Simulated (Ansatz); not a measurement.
```xyz
11

Si   -0.1163    0.2431   -0.3511
O    -0.9155    0.3963    1.1719
Si   -1.2532   -0.4068    2.6571
H    -1.7077   -1.8412    2.4246
H    -0.0281   -0.4417    3.5543
H    -2.3568    0.3547    3.3553
N     1.5748   -0.2495   -0.3022
H     1.8603   -1.2226   -0.3621
H     2.3310    0.3939   -0.0865
H    -0.1955    1.6213   -0.9544
H    -0.8231   -0.8281   -1.1576
```

All numbers below come from RKS PBE-D4/6-31G (Ansatz).

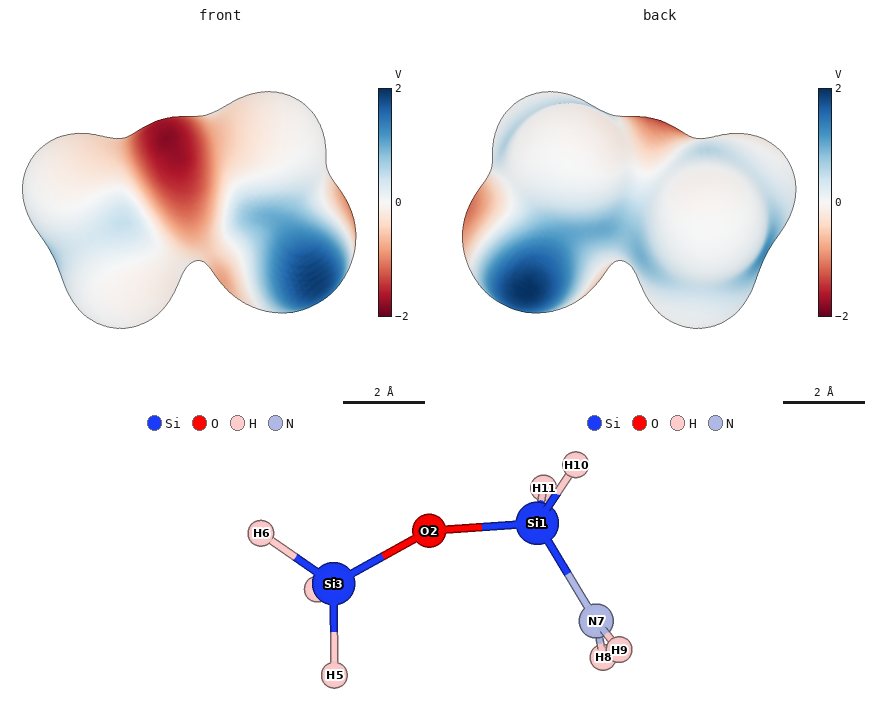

H$_{7}$NOSi$_{2}$. The molecular electrostatic potential painted on the density surface at 0.002 e/bohr³, seen from the front and from behind; red is negative and blue positive. The bare structure is drawn below in the same view.

Describe the electrostatic potential map.

The most negative region (about −1.7 V) lies over O2, the most positive (about +1.9 V) over H8 and H9. O2 is the likeliest acceptor of a hydrogen bond.
